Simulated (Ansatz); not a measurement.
# KZrO2: what a guessed cell relaxes into, part 2 of 2

Where does this trial cell of KZrO2 go when cell and atoms are let free?

Ansatz 0.2.0; DFT PBE, scalar-relativistic, plane waves, PAW. The steps go on from the part before.

### 4 Spin check on a coarse mesh

input.yaml reads:

```yaml
crystal:
  lattice:
    - [6.5714496309, 0.0, 0.0]
    - [-3.2857248154, 5.69104232, 0.0]
    - [0.0, 0.0, 6.3690236074]
  atoms:
    - { symbol: K, position: [0.6666666667, 0.3333333333, 0.0] }
    - { symbol: Zr, position: [0.3333333333, 0.6666666667, 0.0], spin: 1.0 }
    - { symbol: O, position: [0.3333333333, 0.6666666667, 0.2933579512] }
    - { symbol: O, position: [0.3333333333, 0.6666666667, 0.7066420488] }
basis:
  ecutwfc: 420
kpoints:
  mp_grid: { grid: [3, 3, 4] }
hamiltonian:
  xc: pbe
scf:
  occupations: { method: gaussian, width: 0.1 }
  lower_state_search: "off"
output:
  forces: true
  stress: true
  eigenvalues: true
  populations: true
magnetization:
  spin_polarized: true
```

On the command line:

```
$ ansatz run input.yaml --threads 1 --pin off --max-ram 2560MiB --backend cpu --events-out ev --progress --plain --runs-dir out
```

What it wrote, cut to the lines that bear on the results:

```text
[...]
SCF converged after 17 iterations
Magnetization: 0.0000 μB (16.5000 up, 16.5000 down)
Absolute magnetization: 0.0000 μB (∫|ρ↑−ρ↓|, with the PAW one-centre terms)
Spin contamination: 0.0000 ħ² per cell (⟨S²⟩ above its minimum at these occupations)
Per-site moments (μB) at R_I (Å): [(2.586492806324546e-7, 1.5650366380067748), (3.464064233281512e-7, 0.7707165331021602), (-7.024127586816944e-7, 0.7707165331021602), (-7.024127587889407e-7, 0.7707165331021602)]
Free energy (F): -6853.091291 eV
[...]
E sigma→0 (E₀):  -6853.087287 eV
Entropy (-TS):   -0.008008 eV (-2.002 meV/atom)
Fermi energy:    -0.478676 eV
[...]
--- Forces (eV/Å), atoms counted from 1 ---
  atom   1  K     -0.00000000    -0.00000000     0.00000000
  atom   2  Zr     0.00000000     0.00000000     0.00000000
  atom   3  O      0.00000000     0.00000000    -0.02390975
  atom   4  O      0.00000000     0.00000000     0.02390975
[...]
--- Stress (GPa, compression-positive) ---
        0.121896       0.000000       0.000000
        0.000000       0.121896       0.000000
        0.000000       0.000000       0.024405
  P = ⅓ Tr σ = 0.0894 GPa (0.894 kbar)
--- Band table (eV; the first three rows and the last of 18) ---
  k-point 0 ↑: bands = ["-49.9051", "-32.1575", "-28.1765", "-28.1765", "-28.1171", "-17.2608", "-15.6477", "-15.6477", "-15.5961", "-15.4280", "-4.1232", "-3.1513", "-3.1513", "-2.2011", "-2.2011", "-1.1909", "-0.1322", "0.2029", "0.2029", "3.1436", "3.1436"]
[...]
--- Löwdin populations: 4 sites ---
  site symbol       q [e]    m [muB]
     0      K      8.4373     0.0000
     1     Zr     11.1181     0.0000
     2      O      6.6095    -0.0000
     3      O      6.6095    -0.0000
  spilling = 0.006836 (of n_electrons = 33.000000)
```

Run time: 34 s. Hardware: 1 thread of Intel Xeon at 2.50GHz (Skylake/Cascade Lake), shared host; peak memory 0.46 GiB.

Per atom:

```csv
atom,Löwdin electrons
K1,8.44
Zr2,11.12
O3,6.61
O4,6.61
```

The Löwdin counts miss 0.23 of the 33 electrons, which the atomic orbitals do not span, so they are no charges.

The same cell is solved with trial moments on Zr. The largest site moment that stays is 0.00 μB and the cell's total 0.00 μB. The workflow keeps spin only above 0.25 μB on a site, so the next run goes without spin.

### 5 Relaxation on the finer mesh

The end of the coarse run is made exact in the group found at a tolerance of 0.06 Å and reduced to its primitive cell.

input.yaml reads:

```yaml
crystal:
  lattice:
    - [6.5714496309, 0.0, 0.0]
    - [-3.2857248154, 5.69104232, 0.0]
    - [0.0, 0.0, 6.3690236074]
  atoms:
    - { symbol: K, position: [0.6666666667, 0.3333333333, 0.0] }
    - { symbol: Zr, position: [0.3333333333, 0.6666666667, 0.0] }
    - { symbol: O, position: [0.3333333333, 0.6666666667, 0.2933579512] }
    - { symbol: O, position: [0.3333333333, 0.6666666667, 0.7066420488] }
basis:
  ecutwfc: 420
kpoints:
  mp_grid: { grid: [12, 12, 8] }
hamiltonian:
  xc: pbe
scf:
  occupations: { method: gaussian, width: 0.1 }
output:
  forces: true
  stress: true
  eigenvalues: true
  write_density: true
  write_potential: true
  elf: true
  volumetric_format: npy
relax:
  adjacent_minimum: "off"
  f_tol: 0.01
  max_steps: 80
  cell: { stress_tol: 0.05 }
```

On the command line:

```
$ ansatz run input.yaml --threads 1 --pin off --max-ram 2560MiB --backend cpu --events-out ev --progress --plain --runs-dir out
```

What it wrote, cut to the lines that bear on the results:

```text
Warning: RAYON_NUM_THREADS=1 ignored (pool sized by the plan → 1); use --threads N
[...]
Pseudopotentials: kind: paw
Pseudopotential: K, paw, valence charge 9, recommended cutoff 420 eV (normal), K.paw.azcp
Pseudopotential: Zr, paw, valence charge 12, recommended cutoff 420 eV (normal), Zr.paw.azcp
Pseudopotential: O, paw, valence charge 6, recommended cutoff 420 eV (normal), O.paw.azcp
Functional definition: PBE
[...]
Crystal: 4 atoms, lattice volume = 238.191 Å³
Basis set: ecut = 420 eV, 4617 PW (Γ), exchange–correlation on 90×90×90 points (8 copies of the dense FFT grid, shifted against one another)
Bands: 21, of which v1, the nominal top of the filled ones, is band 17 counted from 1 (16 counted from 0)
Symmetry: 12 space group operations
Space group: P-6m2 (ITA 187), of the structure as read, at distance tolerance 6.2e-5 Å
k-points: 95 of 1152 (time reversal used)
[...]
SCF iter   1: F=—  HF=-6853.181163 eV  |F-HF|=—  |Δ(HF+E_count)|=         —  Δρ=1.45e-2  dr2=7.63e-1  ethr=1.77e-3  ⟨swp⟩=6.4  Hψ=10187  notcnv=0
[...]
WARN: The input density's exchange-correlation potential varies sharply where the density is thin. Do not read a vacuum level from v_tot or v_xc, or from such a field of the output density. On a cell that repeats whose density bears no net charge and no dipole along the vacuum's axis use [...]
  atom   2  Zr    -0.00000000     0.00000000     0.00000000
  atom   3  O     -0.00000000     0.00000000     0.00146038
  atom   4  O     -0.00000000     0.00000000    -0.00146038
[...]
--- Stress (GPa, compression-positive) ---
        0.041446       0.000000       0.000000
        0.000000       0.041446       0.000000
        0.000000       0.000000       0.033415
  P = ⅓ Tr σ = 0.0388 GPa (0.388 kbar)
--- Band table (eV; the first three rows and the last of 95) ---
[... band rows left out ...]
[...]
--- Relaxed structure (3 steps of the walk, 3 accepted, 1 SCFs on fresh bases) ---
  F+E_penalty+E_count = -6853.05561779 eV   max|allowed force component| = 1.460e-3 eV/Å   (the final SCF, on the basis selected at the relaxed cell)
  cell:  # Å, volume = 245.1555 Å³
    - [6.664308164713168, -2.927545165942785e-11, 0.0]
    - [-3.3321540823312303, 5.77146016930429, 0.0]
    - [0.0, 0.0, 6.373835179389421]
  atoms:
    - { symbol: K, position: [0.6666666666666667, 0.3333333333333333, 0.0] }
    - { symbol: Zr, position: [0.33333333333333326, 0.6666666666666665, 0.0] }
    - { symbol: O, position: [0.33333333333333326, 0.6666666666666665, 0.29304637674976225] }
    - { symbol: O, position: [0.33333333333333326, 0.6666666666666665, 0.7069536232502378] }
```

It took 6.9 min on 1 thread of Intel Xeon at 2.50GHz (Skylake/Cascade Lake), shared host; peak memory 0.76 GiB.

Relaxation path:

```
step  E - E(step 1) (eV/cell)  largest force component (eV/Å)  pressure (GPa)  volume (Å³)
   1                   0.0000                          0.0203            0.10       238.19
   2                  -0.0004                          0.0035            0.09       239.95
   3                   0.0013                          0.0014            0.00       245.16
   4                  -0.0044                          0.0015            0.04       245.16
```

Step 1 is the start. Step 4 repeats the geometry before it on a plane-wave basis chosen anew for that cell, so its energy need not be comparable with the rows above. The walk judges its steps with a correction for the finite basis (Pulay term) that this column leaves out, so accepted steps can climb here and lower ones be refused.

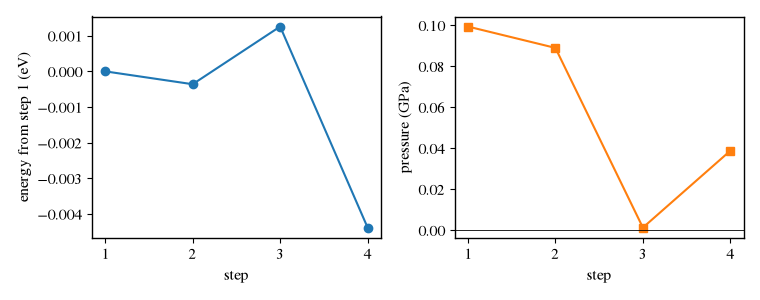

Energy and pressure along the relaxation.

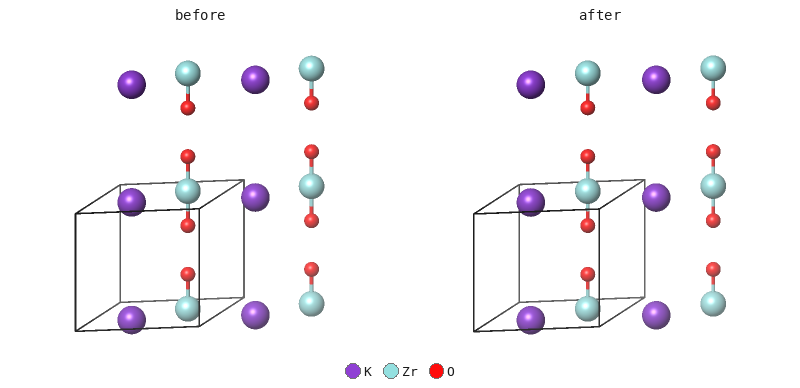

Before and after, at one scale.

|  | before | after | change |
| --- | --- | --- | --- |
| a (Å) | 6.571 | 6.664 | +1.4 % |
| b (Å) | 6.571 | 6.664 | +1.4 % |
| c (Å) | 6.369 | 6.374 | +0.1 % |
| volume (Å³/atom) | 59.55 | 61.29 | +2.9 % |
| shortest distance (Å) | 1.868 | 1.868 | 0.0 % |
| space group (0.01 Å) | P-6m2 | P-6m2 | same |

The run keeps the 12 symmetry operations of the start, so it could not have lowered the symmetry.

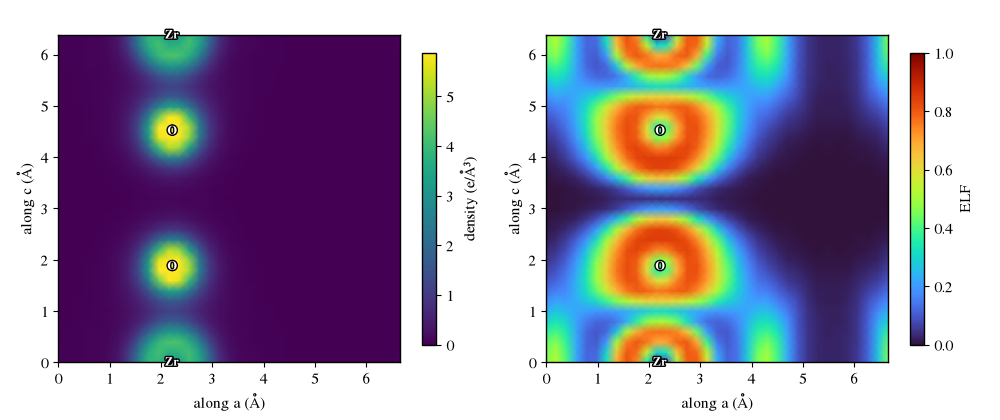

Density (left) and ELF (right) in a lattice plane of the grid's cell (edges 6.66 and 6.37 Å, at 0.667 of the third edge), which holds Zr and O. Only atoms in the plane are labelled; the density scale stops at 5.88 e/Å³. Both are smooth fields of the valence electrons: close to the nuclei they are not physical.

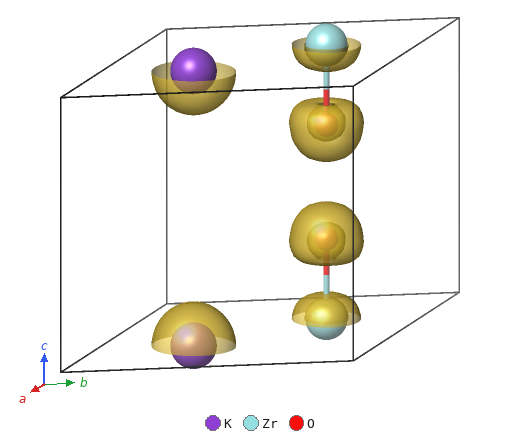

Surface of ELF = 0.77, drawn in one cell.

The highest ELF values outside the cores: 0.85 in the shell around O, 0.6 Å from O; 0.83 beside O, off the lines to its neighbours, 0.6 Å from O.

### 6 Changed: xc_grid 4, mixing.algorithm anderson, mixing.beta 0.3, mixing.ndim 2

input.yaml reads:

```yaml
crystal:
  lattice:
    - [6.6643081647, 0.0, 0.0]
    - [-3.3321540823, 5.7714601693, 0.0]
    - [0.0, 0.0, 6.3738351794]
  atoms:
    - { symbol: K, position: [0.6666666667, 0.3333333333, 0.0] }
    - { symbol: Zr, position: [0.3333333333, 0.6666666667, 0.0] }
    - { symbol: O, position: [0.3333333333, 0.6666666667, 0.2930463767] }
    - { symbol: O, position: [0.3333333333, 0.6666666667, 0.7069536233] }
basis:
  ecutwfc: 420
  xc_grid: 4
kpoints:
  mp_grid: { grid: [12, 12, 8] }
hamiltonian:
  xc: pbe
scf:
  occupations: { method: gaussian, width: 0.1 }
  mixing: { algorithm: anderson, beta: 0.3, ndim: 2 }
output:
  forces: true
  eigenvalues: true
  stress: true
```

On the command line:

```
$ ansatz run input.yaml --threads 1 --pin off --max-ram 2560MiB --backend cpu --events-out ev --progress --plain --runs-dir out
```

What it wrote, cut to the lines that bear on the results:

```text
Warning: RAYON_NUM_THREADS=1 ignored (pool sized by the plan → 1); use --threads N
[...]
Pseudopotentials: kind: paw
Pseudopotential: K, paw, valence charge 9, recommended cutoff 420 eV (normal), K.paw.azcp
Pseudopotential: Zr, paw, valence charge 12, recommended cutoff 420 eV (normal), Zr.paw.azcp
Pseudopotential: O, paw, valence charge 6, recommended cutoff 420 eV (normal), O.paw.azcp
Functional definition: PBE
[...]
Crystal: 4 atoms, lattice volume = 245.155 Å³
Basis set: ecut = 420 eV, 4797 PW (Γ), exchange–correlation on 180×180×180 points (64 copies of the dense FFT grid, shifted against one another)
Bands: 21, of which v1, the nominal top of the filled ones, is band 17 counted from 1 (16 counted from 0)
Symmetry: 12 space group operations
Space group: P-6m2 (ITA 187), of the structure as read, at distance tolerance 6.3e-5 Å
k-points: 95 of 1152 (time reversal used)
[...]
SCF converged after 24 iterations
Stability not checked: this state was not tested for a lower state beside it, because the mixer in use, unlike msr1, does not test its closes by its own steps (another_mixer; see scf.mixing.algorithm and scf.lower_state_search)
Free energy (F): -6853.055642 eV
[...]
E sigma→0 (E₀):  -6853.041002 eV
Entropy (-TS):   -0.029280 eV (-7.320 meV/atom)
Fermi energy:    -0.451006 eV
[...]
--- Forces (eV/Å), atoms counted from 1 ---
  atom   1  K      0.00000000     0.00000000     0.00000000
  atom   2  Zr    -0.00000000    -0.00000000     0.00000000
  atom   3  O     -0.00000000    -0.00000000     0.00149374
  atom   4  O     -0.00000000    -0.00000000    -0.00149374
[...]
--- Stress (GPa, compression-positive) ---
        0.041547       0.000000       0.000000
        0.000000       0.041547       0.000000
        0.000000       0.000000       0.033421
  P = ⅓ Tr σ = 0.0388 GPa (0.388 kbar)
--- Band table (eV; the first three rows and the last of 95) ---
[... band rows left out ...]
[...]
```

Wall time 2.8 min (1 thread of Intel Xeon at 2.50GHz (Skylake/Cascade Lake), shared host); peak memory 0.86 GiB.

```csv
run,ending,energy change,pressure (GPa),gap (eV),force (eV/Å),cycles,time
step 5,converged,0,0.0,0.00,0.00,-,6.9 min
variant,converged,0.0 meV/atom,0.0,0.00,0.00,24,2.8 min
```

Changing the numerical grids and mixing leaves the energy as it was (0.0 meV/atom).

### 7 Results

The summary covers parts 1 to 2. Changes of volume or cell count from the first structure of part 1.

| quantity | value |
| --- | --- |
| symmetry at the end (tolerance 0.05 Å) | space group P-6m2 (No. 187) |
| conventional cell | a = 6.664 Å, b = 6.664 Å, c = 6.374 Å, α = 90.00°, β = 90.00°, γ = 120.00° |
| volume | 61.29 Å³/atom |
| energy over the elements (uncorrected; H, N, O, F and Cl as molecules) | -0.37 eV/atom |
| gap on the mesh | none (metal) |

**Reading.** The space group P-6m2 (No. 187) is kept, and the volume per atom grows by 229.8 % from the first guess. A negative formation energy is needed for stability but isn't enough; other structures and compounds were not set against it here. No finished test with a distortion of lower symmetry is shown, so the end may be a saddle point. A spin-polarised run here lost its starting moments, which speaks against magnetism, though one start doesn't rule it out. Where forces pass 15 eV/Å atoms stand far too close, the PAW spheres overlap strongly and those numbers are rough. Other magnetic orders were not searched.
